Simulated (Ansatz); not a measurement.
# ROHF/pcseg-0 (start density atoms) run of BSiH4 (SMILES [BH][SiH3])

What is the energy difference between two shapes of BSiH4 at ROHF/pcseg-0 (start density atoms)? 

The calculation is run with Ansatz 0.2.0.

3 further runs of the same task are left out: 2 for a known fault of the program, 1 set aside as unsound or not needed. Runs told in other sessions of the task aren't counted.

## 1. The system as given

BSiH4: 6 atoms, total charge 0, spin state doublet. SMILES: `[BH][SiH3]`. The shape is that of a GFN2-xTB optimisation.

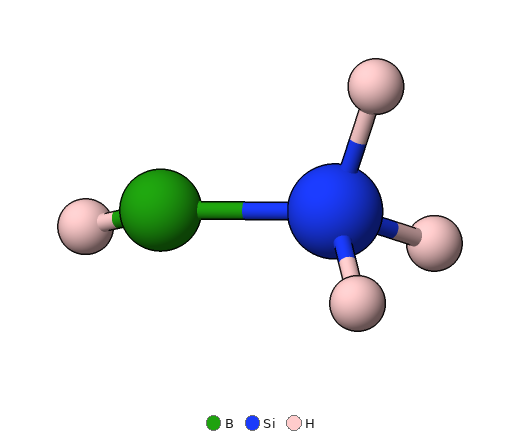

Viewed from a chosen angle; boron green, silicon blue, hydrogen pink.

## 2. Energy and forces at ROHF/pcseg-0 (start density atoms)

molecule.yaml reads:

```yaml
crystal:
  periodic: [false, false, false]
  atoms:
    - {symbol: B, position_ang: [0.938510, -0.830080, 0.651420]}
    - {symbol: Si, position_ang: [-0.268720, 0.378400, -0.198310]}
    - {symbol: H, position_ang: [1.206890, -1.921260, 0.929580]}
    - {symbol: H, position_ang: [-1.511470, -0.138420, -0.820190]}
    - {symbol: H, position_ang: [0.392690, 1.102720, -1.300860]}
    - {symbol: H, position_ang: [-0.757900, 1.408630, 0.738360]}
basis:
  gaussian:
    orbitals: pcseg-0.json
magnetization:
  spin_polarized: false
  initial_magnetization: 1
hamiltonian:
  xc: hf
  pseudopotentials: {relativity: none}
output: {forces: true}
```

The basis set pcseg-0 is read from a file made from the Basis Set Exchange's data (not shown).

Launch:

```sh
$ ansatz run molecule.yaml --threads 1 --pin off --max-ram 2610MiB --events-out events.jsonl --progress --plain --runs-dir runs
```

The program printed:

```text
Warning: RAYON_NUM_THREADS=1 ignored (pool sized by the plan → 1); use --threads N
Functional definition: HF
  name "HF"
  exchange = exact_x
  correlation = 0
380 factors; integrals over basis functions are off by at most 7.6e-4 eV
mean field evaluation 1: about -8580.4087 eV, gradient 1.1e1 eV
mean field evaluation 2: about -8580.4060 eV, gradient 1.1e1 eV
mean field evaluation 4: about -8581.2929 eV, gradient 5.5e-1 eV
mean field evaluation 8: about -8581.2957 eV, gradient 5.0e-4 eV
mean field evaluation 16: about -8581.1345 eV, gradient 6.4e-1 eV
mean field evaluation 32: about -8580.7350 eV, gradient 9.7e-1 eV
mean field -8581.29570892 eV, -315.3568006915 hartree, gradient 8.0e-6 eV, S^2 0.750000; 2 other end points of the search recorded, 0 dependent functions left out
the calculation of the forces begins
reference -8581.29570892 eV, -315.3568006915 hartree; 12, 11 occupied and 18, 19 virtual orbitals, 380 factors
Total energy: -8581.29570892 eV, -315.3568006915 hartree
Atom 0 at     0.938510    -0.830080     0.651420 Å, force     1.116244    -0.529407     0.715817 eV/Å
Atom 1 at    -0.268720     0.378400    -0.198310 Å, force    -1.514453     1.217236    -1.010069 eV/Å
Atom 2 at     1.206890    -1.921260     0.929580 Å, force     0.070742    -0.575978     0.107669 eV/Å
Atom 3 at    -1.511470    -0.138420    -0.820190 Å, force    -0.076911    -0.285161    -0.005022 eV/Å
Atom 4 at     0.392690     1.102720    -1.300860 Å, force     0.294441     0.064376    -0.070470 eV/Å
Atom 5 at    -0.757900     1.408630     0.738360 Å, force     0.109937     0.108934     0.262075 eV/Å
Dipole moment:     0.040676    -0.167731     0.043978 e Å
```

Wall time 0.24 s (1 thread of Arm Neoverse V2, shared host).

## 3. The distorted shape at the same level

molecule.yaml reads:

```yaml
crystal:
  periodic: [false, false, false]
  atoms:
    - {symbol: B, position_ang: [0.911518, -0.895725, 0.717621]}
    - {symbol: Si, position_ang: [-0.304884, 0.423853, -0.236210]}
    - {symbol: H, position_ang: [1.270263, -1.971981, 0.903673]}
    - {symbol: H, position_ang: [-1.509584, -0.106865, -0.805161]}
    - {symbol: H, position_ang: [0.388647, 1.143707, -1.218728]}
    - {symbol: H, position_ang: [-0.705396, 1.386806, 0.755734]}
basis:
  gaussian:
    orbitals: pcseg-0.json
magnetization:
  spin_polarized: false
  initial_magnetization: 1
hamiltonian:
  xc: hf
  pseudopotentials: {relativity: none}
output: {forces: true}
```

The basis set pcseg-0 is read from a file made from the Basis Set Exchange's data (not shown).

Launch:

```sh
$ ansatz run molecule.yaml --threads 1 --pin off --max-ram 2610MiB --events-out events.jsonl --progress --plain --runs-dir runs
```

The program printed, shortened:

```text
Warning: RAYON_NUM_THREADS=1 ignored (pool sized by the plan → 1); use --threads N
[... 2 set-up lines as earlier in the session ...]
[...]
380 factors; integrals over basis functions are off by at most 7.8e-4 eV
[...]
mean field -8581.28137469 eV, -315.3562739184 hartree, gradient 1.4e-5 eV, S^2 0.750000; 2 other end points of the search recorded, 0 dependent functions left out
[...]
reference -8581.28137469 eV, -315.3562739184 hartree; 12, 11 occupied and 18, 19 virtual orbitals, 380 factors
Total energy: -8581.28137469 eV, -315.3562739184 hartree
Atom 0 at     0.911518    -0.895725     0.717621 Å, force     0.025411     0.945546    -0.223811 eV/Å
Atom 1 at    -0.304884     0.423853    -0.236210 Å, force    -0.034440    -0.942495     1.188917 eV/Å
Atom 2 at     1.270263    -1.971981     0.903673 Å, force     0.107730    -0.885671     0.093060 eV/Å
Atom 3 at    -1.509584    -0.106865    -0.805161 Å, force    -0.782225    -0.440310    -0.458026 eV/Å
Atom 4 at     0.388647     1.143707    -1.218728 Å, force     0.992673     0.717244    -1.239785 eV/Å
Atom 5 at    -0.705396     1.386806     0.755734 Å, force    -0.309150     0.605686     0.639644 eV/Å
Dipole moment:     0.005112    -0.134416    -0.051595 e Å
```

Wall time 0.24 s (1 thread of Arm Neoverse V2, shared host).

## 4. Summary of results

At ROHF/pcseg-0 (start density atoms):

| quantity | value |
| --- | --- |
| first shape: total energy | -315.35680 Eh |
| first shape: dipole moment | 0.86 D |
| first shape: ⟨S²⟩ | 0.750 |
| first shape: largest force on an atom | 2.190 eV/Å |
| distorted shape: total energy | -315.35627 Eh |
| distorted shape: dipole moment | 0.69 D |
| distorted shape: ⟨S²⟩ | 0.750 |
| distorted shape: largest force on an atom | 1.743 eV/Å |
| energy change with the atoms displaced | 0.014 eV |

What this shows: With the atoms displaced the energy rises by 0.01 eV (0.3 kcal/mol). The first shape isn't relaxed at this level, so the change isn't measured from a minimum. The largest force (first shape) is 2.19 eV/Å: the shape isn't a stationary point for this species at this level. Mulliken charges (first shape) run from -0.25 on B1 to +0.51 on Si2; they depend strongly on the basis.
